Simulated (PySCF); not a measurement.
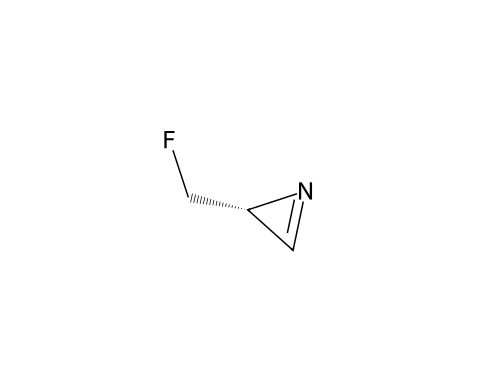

Computed geometry: PBE0-D3(BJ)/def2-SVP optimisation. No frequency run is at hand to confirm it as a minimum. Program: PySCF 2.14.0.

Compare HOMO energy (eV) at these levels: B3LYP/pcJ-1; CAM-B3LYP/def2-SVPD; PBE0/pcSseg-1; WP04/pcSseg-2.

```json
{"level": "B3LYP/pcJ-1", "HOMO energy (eV)": "−7.92"}
{"level": "CAM-B3LYP/def2-SVPD", "HOMO energy (eV)": "−9.70"}
{"level": "PBE0/pcSseg-1", "HOMO energy (eV)": "−8.19"}
{"level": "WP04/pcSseg-2", "HOMO energy (eV)": "−9.36"}
```
